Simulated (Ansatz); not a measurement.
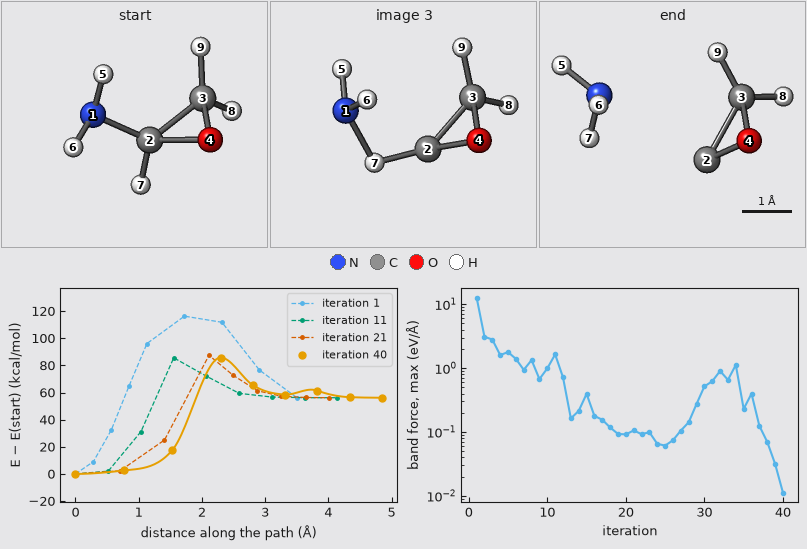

A search for the minimum-energy path of C₂H₅NO by the nudged elastic band. Images are numbered from 0 (start) to 8 (end). The plot follows the band through its iterations. Style: ball-and-stick. Shown at a tilt.

All numbers below come from Ansatz, RKS B3LYP-D4/6-31G*. Run with 7 movable images; climbing image; force threshold 0.03 eV/Å; iteration limit 60; starting path through a guess of the saddle point.

### How did the profile develop, and is the result final?

The run is converged, with reservations. The band converged in 40 iterations. The largest component of the band force went from 13 to 0.011 eV/Å. The climbing image converged on the top of the path. Its vibrational analysis gives one imaginary mode (1415i cm⁻¹), as a transition state must have. The first iteration put the highest image at 116.3 kcal/mol. The highest point, image 3, lies 85.8 kcal/mol above the start and 29.6 kcal/mol above the end; the end is at +56.2 kcal/mol relative to the start. The profile has 2 maxima (images 3, 6) with a dip at image 5 (+58.5 kcal/mol), so the process runs in steps.
